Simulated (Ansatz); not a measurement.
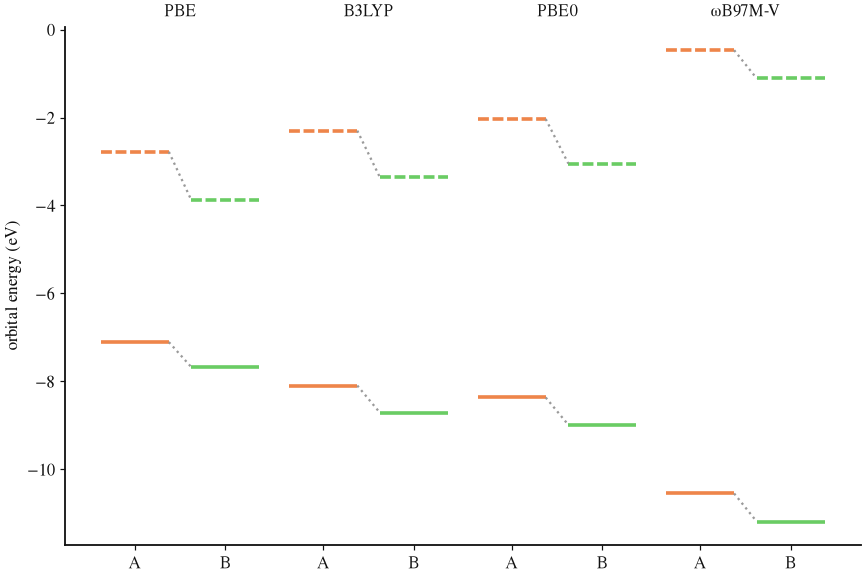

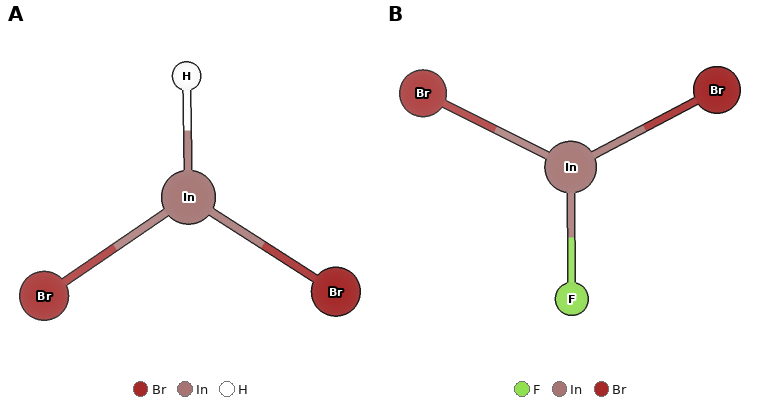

One change: A, InHBr₂ (SMILES [Br][InH][Br]), becomes B, InBr₂F (SMILES [F][In]([Br])[Br]). H on In is replaced by F. HOMO (solid) and LUMO (dashed) computed in def2-TZVPP at PBE0-D4/def2-TZVP geometries, both minima by their frequencies, gas phase, the Ansatz code 0.2.0.

What does the change do to HOMO and LUMO?

PBE: the HOMO falls by 0.57 eV, the LUMO falls by 1.11 eV, and the separation goes from 4.33 to 3.79 eV. B3LYP: the HOMO falls by 0.62 eV, the LUMO falls by 1.06 eV, and the separation goes from 5.80 to 5.35 eV. PBE0: the HOMO falls by 0.62 eV, the LUMO falls by 1.01 eV, and the separation goes from 6.33 to 5.94 eV. ωB97M-V: the HOMO falls by 0.64 eV, the LUMO falls by 0.64 eV, and the separation goes from 10.08 to 10.08 eV.

Do the functionals agree on the effect?

They agree on the direction for both levels; the HOMO shift lies between −0.64 and −0.57 eV and the LUMO shift between −1.11 and −0.64 eV, while the separations themselves differ by up to 6.3 eV between functionals.

Known limits of this run: core potentials past krypton; spin-orbit coupling is left out, and with In it can shift these values.
